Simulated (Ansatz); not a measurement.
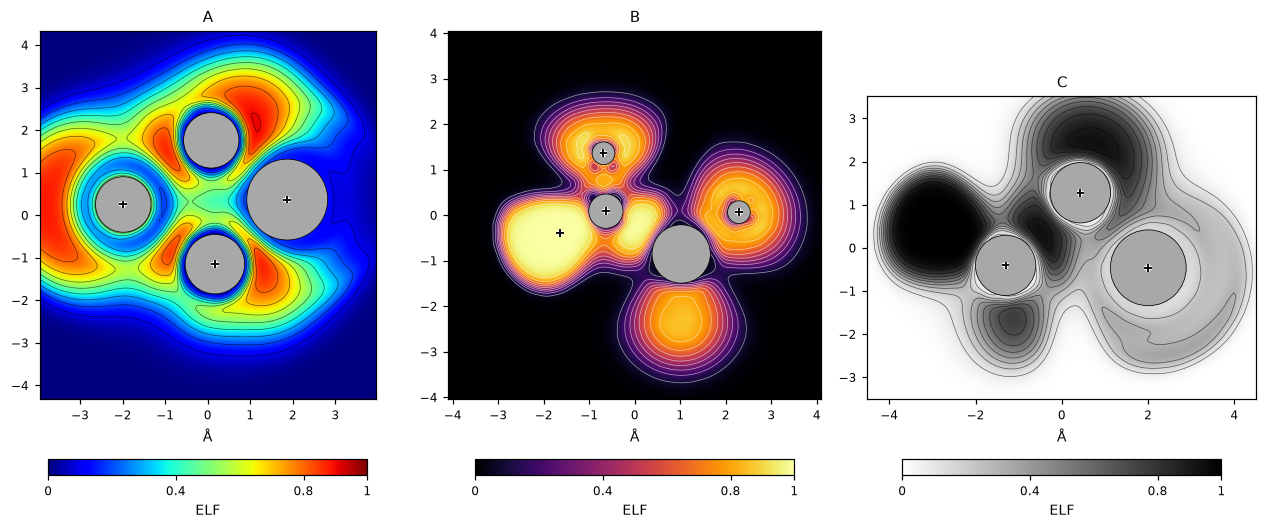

The electron localisation function of 3 systems, each on a plane through atoms (crosses mark nuclei in the plane; grey discs cover the cores).

Method: isolated molecule in a Gaussian basis; Kohn-Sham density functional theory, functional PBE0 in Ansatz 0.2.0.

System 1: CuH2Si2Sn (charge −1), the plane of atoms Cu1, Si3 and Sn4. Geometry: PBE0-D3(BJ)/def2-SVPD; core potentials replace the inner electrons of Sn.

| atom | x (Å) | y (Å) | z (Å) |
| --- | --- | --- | --- |
| Cu | -3.8928 | 0.8611 | 2.0599 |
| Si | -2.3918 | 2.5516 | 1.7764 |
| Si | -2.0751 | -0.0330 | 3.1029 |
| Sn | -0.3269 | 1.8517 | 3.1393 |
| H | -1.7458 | 2.7508 | 0.4004 |
| H | -1.2705 | -1.1249 | 2.3880 |

System 2: CHClF3Si (SMILES F[CH+][Si](F)(F)Cl) (charge +1), the plane of atoms F3, C1 and H7. Geometry: BLYP-D3(BJ)/def2-SVP.

```xyz
7

C     0.8844    2.2779    1.9005
Cl   -0.6995    0.1647    2.4931
F     1.8042    2.0178    1.0593
F    -1.2355    1.8203   -0.0595
F    -1.8978    2.9931    2.2595
Si   -0.9681    1.9432    1.5046
H     1.2727    2.5408    2.9141
```

System 3: GaH3Si2Zn, the plane of atoms Si2, Si3 and Zn4. Geometry: BLYP-D3(BJ)/def2-SVP.

```xyz
7

Ga    0.4163   -1.4957   -0.2514
Si   -2.2564    0.0930   -0.7596
Si   -1.9669   -2.2362   -1.3367
Zn   -2.3119   -2.7527    0.9253
H    -1.0040    0.7241   -0.1313
H    -2.3961    0.8287   -2.0672
H    -3.3843    0.5187    0.1385
```

Which map belongs to which system?

Panel A is system 1, CuH2Si2Sn: the plane holds Cu, Si and Sn. Cu–Si (2.28 Å): the ELF peaks at about 0.70 in the valence shell of Si, 1.0 Å from its nucleus, and is about 0.50 at the midpoint. Panel B is system 2, CHClF3Si: the plane holds C, F and H. C–F (1.27 Å): the ELF peaks at about 0.80 between the atoms (a polar covalent bond). Panel C is system 3, GaH3Si2Zn: the plane holds Si and Zn. Zn–Si (2.35 Å): the ELF reaches about 0.55 near the midpoint.
